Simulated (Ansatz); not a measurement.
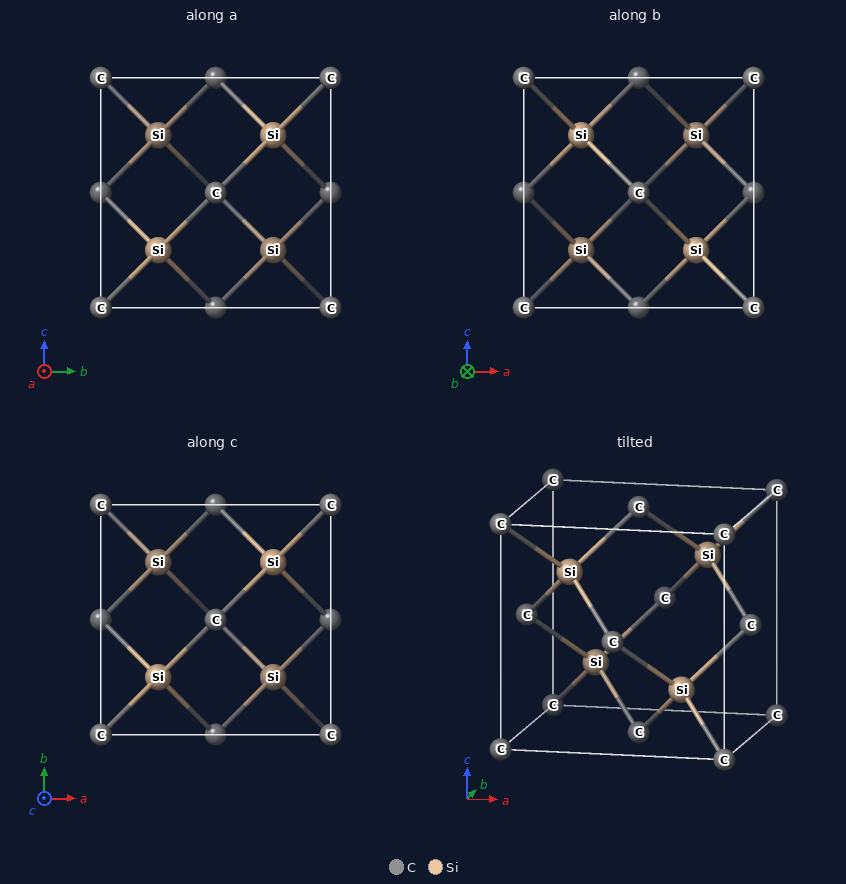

The figure gives a ball-and-stick picture of the atoms, viewed along the a axis, along the b axis, along the c axis and slightly off an axis. Thin lines show the conventional unit cell, with boundary atoms drawn in all their periodic places.

Lattice parameters: a = 4.9398 Å, b = 4.9398 Å, c = 4.9398 Å, α = 90.000°, β = 90.000°, γ = 90.000°.

**Give the structure in the form of a CIF with its space group and independent sites.**

```cif
data_structure
_symmetry_space_group_name_H-M 'F -4 3 m'
_symmetry_Int_Tables_number 216
_cell_length_a 4.9398
_cell_length_b 4.9398
_cell_length_c 4.9398
_cell_angle_alpha 90.000
_cell_angle_beta 90.000
_cell_angle_gamma 90.000
_cell_volume 120.54
loop_
_atom_site_label
_atom_site_type_symbol
_atom_site_symmetry_multiplicity
_atom_site_Wyckoff_symbol
_atom_site_fract_x
_atom_site_fract_y
_atom_site_fract_z
_atom_site_occupancy
C1 C 4 a 0.0000 0.0000 0.0000 1
Si1 Si 4 d 0.2500 0.2500 0.7500 1
```

The structure comes from a structure type filled with these elements by a generator (whether the compound takes this form wasn't checked). Earlier steps of the study, as a rule a relaxation of our own, may have changed the cell and positions, so they can lie some per cent off the listed ones. Ansatz was used for an electronic-structure calculation on it.

At this level of theory the run's own cell isn't at rest (stretched, at -42 GPa), so its distances can differ from those at equilibrium, the more so the softer the solid.
